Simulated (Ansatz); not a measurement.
# AlGaGeH (quartet): from Hartree-Fock to the top rungs at a displaced geometry (v2), cc-pVDZ

Aim: climb from Hartree-Fock through coupled cluster for AlGaGeH (quartet) at one geometry and basis, and see what each rung misses.

Program: Ansatz 0.2.0, Gaussian basis. Level of theory: cc-pVDZ, core rule «outside noble gas», up to 33 orbitals frozen. These are calculated values, not measurements.

Plan: UHF; CCSD(T) on ROHF; CCSD(T) on UHF; BCCD(T) on ROHF; CISD as a restricted active space (open shells left free, so some higher excitations enter); CCSDT(Q) on ROHF; CCSDT(Q) on UHF.

22 further runs of the same task are left out: 10 that didn't finish, 12 set aside as unsound or not needed. Runs told in other sessions of the task aren't counted.

### 1 The system

The geometry is a PBE0/def2-TZVP stationary point (not a proven minimum) with its atoms shifted at random (size 0.100 Å). No spin-orbit coupling is included. The filled d shell of Ge, Ga may be among the frozen orbitals whatever the setting's name suggests.

4 atoms, charge 0, spin multiplicity 4.

Atoms are counted from 1 here; the program's logs count them from 0.

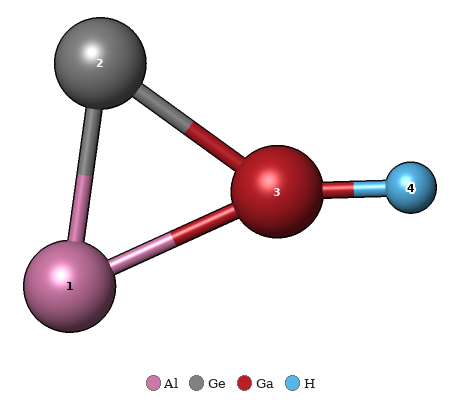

The structure; aluminium pink, germanium grey, gallium red, hydrogen blue; atoms are numbered from 1 in the order of the file.

In the tables R marks a restricted open-shell determinant and U an unrestricted one; energies count from the table's Hartree-Fock row.

### 2 UHF

File in.yaml:

```yaml
crystal:
  periodic: [false, false, false]
  atoms:
    - {symbol: Al, position_ang: [0.106456, -1.907568, 0.238003]}
    - {symbol: Ge, position_ang: [-0.058419, 0.491911, 1.193278]}
    - {symbol: Ga, position_ang: [0.018202, 0.210982, -1.297725]}
    - {symbol: H, position_ang: [0.101310, 1.018377, -2.599463]}
basis:
  gaussian: {orbitals: cc-pVDZ}
magnetization: {spin_polarized: true, initial_magnetization: 3}
hamiltonian: {xc: hf}
output: {orbitals: {seedname: orbitals}}
```

Run with:

```
ansatz run in.yaml --threads 1 --pin off --events-out ev --progress --plain --max-ram 2393MiB
```

What it wrote:

```text
Functional definition: HF
  name "HF"
  cite "Fock, Z. Phys. 61, 126 (1930) doi:10.1007/BF01340294"
  parent pbe
  exchange = exact_x
  correlation = 0
877 factors; integrals over basis functions are off by at most 7.2e-4 eV
mean field evaluation 1: about -115402.9105 eV, gradient 6.5e0 eV
mean field evaluation 2: about -115402.9166 eV, gradient 6.5e0 eV
mean field evaluation 4: about -115403.6844 eV, gradient 1.2e0 eV
mean field evaluation 8: about -115403.7236 eV, gradient 5.0e-3 eV
mean field evaluation 16: about -115399.3966 eV, gradient 8.9e0 eV
mean field evaluation 32: about -115403.0293 eV, gradient 3.1e0 eV
mean field evaluation 64: about -115401.0873 eV, gradient 5.1e0 eV
mean field -115403.72344678 eV, -4241.0086132160 hartree, gradient 1.4e-5 eV, S^2 3.791391; 0 other end points of the search recorded, 0 dependent functions left out
reference -115403.72344678 eV, -4241.0086132160 hartree; 40, 37 occupied and 37, 40 virtual orbitals, 877 factors
Total energy: -115403.72344678 eV, -4241.0086132160 hartree
```

Wall time 7.5 s (1 thread of Intel Xeon at 2.60GHz, shared host).

From the report: ⟨S²⟩ of the determinant 3.791 (pure quartet: 3.75).

### 3 CCSD(T) on ROHF

Edit in.yaml of step 2 so:

```diff
@@ -9,4 +9,3 @@
   gaussian: {orbitals: cc-pVDZ}
-magnetization: {spin_polarized: true, initial_magnetization: 3}
-hamiltonian: {xc: hf}
-output: {orbitals: {seedname: orbitals}}
+magnetization: {spin_polarized: false, initial_magnetization: 3}
+correlation: {method: ccsd_t, electrons: outside_noble_gas}
```

Launched as before.

What it wrote (excerpt; [...] marks lines left out):

```text
Functional definition: HF
  name "HF"
  cite "Fock, Z. Phys. 61, 126 (1930) doi:10.1007/BF01340294"
  parent pbe
[...]
877 factors; integrals over basis functions are off by at most 7.2e-4 eV
[...]
mean field -115403.52959351 eV, -4241.0014892397 hartree, gradient 3.7e-6 eV, S^2 3.750000; 7 other end points of the search recorded, 0 dependent functions left out
[...]
determinant -115403.52959351 eV, -4241.0014892397 hartree, with singles and doubles -115409.16708372 eV, -4241.2086631836 hartree
determinant -115402.14188416 eV, -4240.9504918615 hartree, with singles and doubles -115407.85078494 eV, -4241.1602900957 hartree
determinant -115401.97094795 eV, -4240.9442100718 hartree, with singles and doubles -115407.67512728 eV, -4241.1538347959 hartree
determinant -115401.55459866 eV, -4240.9289095175 hartree, with singles and doubles -115407.05302505 eV, -4241.1309729604 hartree
33 core orbitals not correlated: weight in the atoms' cores, before any rotation towards them, 0.998 or more for the frozen orbitals, at most 0.001 for the correlated occupied ones
reference -115403.52959351 eV, -4241.0014892397 hartree; 7, 4 occupied and 37, 40 virtual orbitals, 877 factors
second order -4.64126925 eV of doubles, -0.09345201 eV of singles
cycle   1  -5.63722657 eV  change    2.6e-4 eV  update   1.2e-3
[...]
cycle   9  -5.63718178 eV  change   -4.5e-6 eV  update   8.6e-6
perturbative correction -0.28561174 eV, -0.0104960380 hartree
Total energy: -115409.45238703 eV, -4241.2191478869 hartree
```

Run time: 21 s. Hardware: 1 thread of Intel Xeon at 2.60GHz, shared host.

From the report: correlation -5.9228 eV; T1 0.028; largest double amplitude 0.05.

### 4 CCSD(T) on UHF

Edit in.yaml of step 3 so:

```diff
@@ -9,3 +9,3 @@
   gaussian: {orbitals: cc-pVDZ}
-magnetization: {spin_polarized: false, initial_magnetization: 3}
+magnetization: {spin_polarized: true, initial_magnetization: 3}
 correlation: {method: ccsd_t, electrons: outside_noble_gas}
```

Launched as before.

What it wrote (excerpt; [...] marks lines left out):

```text
Functional definition: HF
  name "HF"
  cite "Fock, Z. Phys. 61, 126 (1930) doi:10.1007/BF01340294"
  parent pbe
[...]
877 factors; integrals over basis functions are off by at most 7.2e-4 eV
[...]
mean field -115403.72344678 eV, -4241.0086132160 hartree, gradient 1.9e-6 eV, S^2 3.791390; 5 other end points of the search recorded, 0 dependent functions left out
determinant -115403.72344678 eV, -4241.0086132160 hartree, with singles and doubles -115409.18232328 eV, -4241.2092232270 hartree
determinant -115402.36285245 eV, -4240.9586122966 hartree, with singles and doubles -115407.87758957 eV, -4241.1612751477 hartree
33 core orbitals not correlated: weight in the atoms' cores, before any rotation towards them, 0.998 or more for the frozen orbitals, at most 0.001 for the correlated occupied ones
reference -115403.72344678 eV, -4241.0086132160 hartree; 7, 4 occupied and 37, 40 virtual orbitals, 877 factors
second order -4.47067745 eV of doubles, -0.00000000 eV of singles
cycle   1  -5.45898885 eV  change   -1.1e-4 eV  update   1.5e-3
[...]
cycle  10  -5.45920892 eV  change   -7.6e-6 eV  update   7.3e-6
perturbative correction -0.27469022 eV, -0.0100946793 hartree
Total energy: -115409.45734592 eV, -4241.2193301226 hartree
```

It took 17 s on 1 thread of Intel Xeon at 2.60GHz, shared host.

From the report: ⟨S²⟩ of the determinant 3.791 (pure quartet: 3.75); correlation -5.7339 eV; T1 0.028; largest double amplitude 0.06.

### 5 BCCD(T) on ROHF

Edit in.yaml of step 4 so:

```diff
@@ -9,3 +9,3 @@
   gaussian: {orbitals: cc-pVDZ}
-magnetization: {spin_polarized: true, initial_magnetization: 3}
-correlation: {method: ccsd_t, electrons: outside_noble_gas}
+magnetization: {spin_polarized: false, initial_magnetization: 3}
+correlation: {method: bccd_t, electrons: outside_noble_gas}
```

Same command.

What it wrote (excerpt; [...] marks lines left out):

```text
Functional definition: HF
  name "HF"
  cite "Fock, Z. Phys. 61, 126 (1930) doi:10.1007/BF01340294"
  parent pbe
[...]
877 factors; integrals over basis functions are off by at most 7.2e-4 eV
[...]
mean field -115403.52959351 eV, -4241.0014892397 hartree, gradient 3.7e-6 eV, S^2 3.750000; 7 other end points of the search recorded, 0 dependent functions left out
[...]
determinant -115403.52959351 eV, -4241.0014892397 hartree, with singles and doubles -115409.16708372 eV, -4241.2086631836 hartree
determinant -115402.14188416 eV, -4240.9504918615 hartree, with singles and doubles -115407.85078494 eV, -4241.1602900957 hartree
determinant -115401.97094795 eV, -4240.9442100718 hartree, with singles and doubles -115407.67512728 eV, -4241.1538347959 hartree
determinant -115401.55459866 eV, -4240.9289095175 hartree, with singles and doubles -115407.05302505 eV, -4241.1309729604 hartree
33 core orbitals not correlated: weight in the atoms' cores, before any rotation towards them, 0.998 or more for the frozen orbitals, at most 0.001 for the correlated occupied ones
reference -115403.52959351 eV, -4241.0014892397 hartree; 7, 4 occupied and 37, 40 virtual orbitals, 877 factors
second order -4.64126925 eV of doubles, -0.09345201 eV of singles
cycle   1  -5.63424049 eV  change    3.2e-3 eV  update   1.1e-2
[...]
cycle  11  -5.63023725 eV  change    1.1e-6 eV  update   1.4e-5
perturbative correction -0.29301225 eV, -0.0107680016 hartree
Total energy: -115409.45284301 eV, -4241.2191646438 hartree
```

Wall time 22 s (1 thread of Intel Xeon at 2.60GHz, shared host).

From the report: correlation -5.9232 eV; largest double amplitude 0.05.

### 6 CISD as a restricted active space (open shells left free, so some higher excitations enter)

Edit in.yaml of step 5 so:

```diff
@@ -10,2 +10,2 @@
 magnetization: {spin_polarized: false, initial_magnetization: 3}
-correlation: {method: bccd_t, electrons: outside_noble_gas}
+correlation: {active_space: {ras: {orbitals: [4, 3, 37], electrons: 11, max_holes: 2, max_particles: 2}, fixed_orbitals: true}}
```

Launched as before.

What it wrote:

```text
Functional definition: HF
  name "HF"
  cite "Fock, Z. Phys. 61, 126 (1930) doi:10.1007/BF01340294"
  parent pbe
  exchange = exact_x
  correlation = 0
877 factors; integrals over basis functions are off by at most 7.2e-4 eV
mean field evaluation 1: about -115402.9385 eV, gradient 7.4e0 eV
mean field evaluation 2: about -115402.9440 eV, gradient 7.4e0 eV
mean field evaluation 4: about -115403.5096 eV, gradient 1.4e0 eV
mean field evaluation 8: about -115403.5296 eV, gradient 1.5e-3 eV
mean field evaluation 16: about -115402.0235 eV, gradient 6.5e0 eV
mean field -115403.52959351 eV, -4241.0014892397 hartree, gradient 3.7e-6 eV, S^2 3.750000; 4 other end points of the search recorded, 0 dependent functions left out
reference -115403.52959351 eV, -4241.0014892397 hartree; 40, 37 occupied and 37, 40 virtual orbitals, 877 factors
state -115408.65579591 eV, -4241.1898737032 hartree
Total energy: -115408.65579591 eV, -4241.1898737032 hartree
```

Wall time 17 s (1 thread of Intel Xeon at 2.60GHz, shared host).

From the report: 292,294 determinants.

### 7 CCSDT(Q) on ROHF

Edit in.yaml of step 6 so:

```diff
@@ -10,2 +10,2 @@
 magnetization: {spin_polarized: false, initial_magnetization: 3}
-correlation: {active_space: {ras: {orbitals: [4, 3, 37], electrons: 11, max_holes: 2, max_particles: 2}, fixed_orbitals: true}}
+correlation: {method: ccsdt_q, electrons: outside_noble_gas}
```

The command is unchanged.

What it wrote (excerpt; [...] marks lines left out):

```text
Functional definition: HF
  name "HF"
  cite "Fock, Z. Phys. 61, 126 (1930) doi:10.1007/BF01340294"
  parent pbe
[...]
1529 factors; integrals over basis functions are off by at most 1.4e-7 eV
[...]
mean field -115403.52971046 eV, -4241.0014935375 hartree, gradient 3.2e-6 eV, S^2 3.750000; 7 other end points of the search recorded, 0 dependent functions left out
[...]
determinant -115403.52971046 eV, -4241.0014935375 hartree, with singles and doubles -115409.16721059 eV, -4241.2086678460 hartree
determinant -115402.14200424 eV, -4240.9504962746 hartree, with singles and doubles -115407.85089893 eV, -4241.1602942848 hartree
determinant -115401.97107035 eV, -4240.9442145698 hartree, with singles and doubles -115407.67527530 eV, -4241.1538402355 hartree
determinant -115401.55471917 eV, -4240.9289139462 hartree, with singles and doubles -115407.05315019 eV, -4241.1309775591 hartree
33 core orbitals not correlated: weight in the atoms' cores, before any rotation towards them, 0.998 or more for the frozen orbitals, at most 0.001 for the correlated occupied ones
reference -115403.52971046 eV, -4241.0014935375 hartree; 7, 4 occupied and 37, 40 virtual orbitals, 1529 factors
second order -4.64129586 eV of doubles, -0.09345168 eV of singles
cycle   1  -5.33788896 eV  change   -6.0e-1 eV  update   1.1e-1
[...]
cycle  20  -5.96911756 eV  change   -8.9e-7 eV  update   1.3e-6
perturbative correction -0.02450090 eV, -0.0009003915 hartree
Total energy: -115409.52332892 eV, -4241.2217549534 hartree
```

Wall time 97 s (1 thread of Intel Xeon at 2.60GHz, shared host); peak memory 0.71 GiB.

From the report: correlation -5.9936 eV; T1 0.029; largest double amplitude 0.06.

### 8 CCSDT(Q) on UHF

Edit in.yaml of step 7 so:

```diff
@@ -9,3 +9,3 @@
   gaussian: {orbitals: cc-pVDZ}
-magnetization: {spin_polarized: false, initial_magnetization: 3}
+magnetization: {spin_polarized: true, initial_magnetization: 3}
 correlation: {method: ccsdt_q, electrons: outside_noble_gas}
```

The command is unchanged.

What it wrote (excerpt; [...] marks lines left out):

```text
Functional definition: HF
  name "HF"
  cite "Fock, Z. Phys. 61, 126 (1930) doi:10.1007/BF01340294"
  parent pbe
[...]
1529 factors; integrals over basis functions are off by at most 1.4e-7 eV
[...]
mean field -115403.72356355 eV, -4241.0086175070 hartree, gradient 2.1e-6 eV, S^2 3.791391; 5 other end points of the search recorded, 0 dependent functions left out
determinant -115403.72356355 eV, -4241.0086175070 hartree, with singles and doubles -115409.18245024 eV, -4241.2092278927 hartree
determinant -115402.36297234 eV, -4240.9586167023 hartree, with singles and doubles -115407.87769385 eV, -4241.1612789801 hartree
33 core orbitals not correlated: weight in the atoms' cores, before any rotation towards them, 0.998 or more for the frozen orbitals, at most 0.001 for the correlated occupied ones
reference -115403.72356355 eV, -4241.0086175070 hartree; 7, 4 occupied and 37, 40 virtual orbitals, 1529 factors
second order -4.47070397 eV of doubles, -0.00000000 eV of singles
cycle   1  -5.12604456 eV  change   -6.6e-1 eV  update   1.1e-1
[...]
cycle  21  -5.78381350 eV  change    9.4e-7 eV  update   8.2e-7
perturbative correction -0.02422001 eV, -0.0008900688 hartree
Total energy: -115409.53159706 eV, -4241.2220588016 hartree
```

Wall time 90 s (1 thread of Intel Xeon at 2.60GHz, shared host); peak memory 0.62 GiB.

From the report: ⟨S²⟩ of the determinant 3.791 (pure quartet: 3.75); correlation -5.8080 eV; T1 0.030; largest double amplitude 0.07.

### 9 The ladder

The yardstick is UCCSDT(Q), where the cluster series has nearly closed. Rows without a time are mean-field rows or come out of runs for another level: lower rungs of the coupled-cluster runs, or the Hartree-Fock search.

| method | energy from the lowest ROHF (kJ/mol) | from UCCSDT(Q) (kJ/mol) | time |
| --- | --- | --- | --- |
| ROHF | 0.0 | +579.1 |  |
| UHF | -18.7 | +560.4 |  |
| RMP2 | -456.8 | +122.3 |  |
| UMP2 | -450.1 | +129.0 |  |
| RCCSD | -543.9 | +35.2 |  |
| UCCSD | -545.4 | +33.7 |  |
| RCCSD(T) | -571.5 | +7.6 | 21 s |
| UCCSD(T) | -571.9 | +7.2 | 17 s |
| BCCD(T) | -571.5 | +7.6 | 22 s |
| RCCSDT | -575.9 | +3.2 |  |
| UCCSDT | -576.8 | +2.3 |  |
| RCCSDT(Q) | -578.3 | +0.8 | 97 s |
| UCCSDT(Q) | -579.1 | 0 | 90 s |

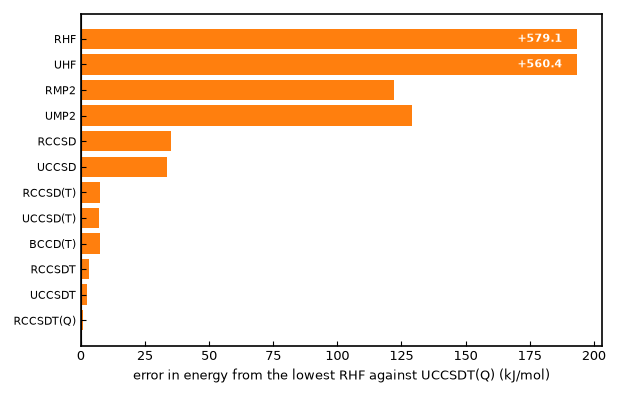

How far each level lands from UCCSDT(Q). Bars with a number in them are cut short.

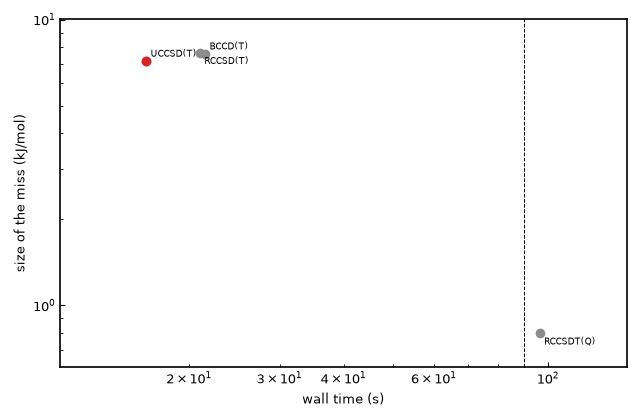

Accuracy for the time spent; red marks the levels that beat every quicker one drawn (of those quicker than the yardstick), and the dashed line is the time of UCCSDT(Q). Times are from a shared host.

Not comparable, so not listed: CISD as a restricted active space (open shells left free, so some higher excitations enter) (they don't share determinant, frozen orbitals or solution with the rows shown, or repeat one).

### 10 Summary of results

| quantity | value |
| --- | --- |
| UCCSDT(Q) from the ROHF energy | -6.0020 eV |
| RMP2 from UCCSDT(Q) | +122.3 kJ/mol |
| UMP2 from UCCSDT(Q) | +129.0 kJ/mol |
| RCCSD from UCCSDT(Q) | +35.2 kJ/mol |
| RCCSD(T) from UCCSDT(Q) | +7.6 kJ/mol |
| UCCSD(T) from UCCSDT(Q) | +7.2 kJ/mol |
| RCCSDT(Q) from UCCSDT(Q) | +0.8 kJ/mol |
| levels within 1 kcal/mol (43 meV) | RCCSDT, UCCSDT, RCCSDT(Q) |
| T1 diagnostic | 0.028 |

In words: RCCSD(T) misses by +7.6 kJ/mol, 1.3 % of the correlation energy. These misses are within one basis, not against nature; the frozen cores of restricted and unrestricted runs differ, which can shift their rows.

UCCSD(T) reaches 7.2 kJ/mol from the reference in 17 s, where UCCSDT(Q) took 90 s.
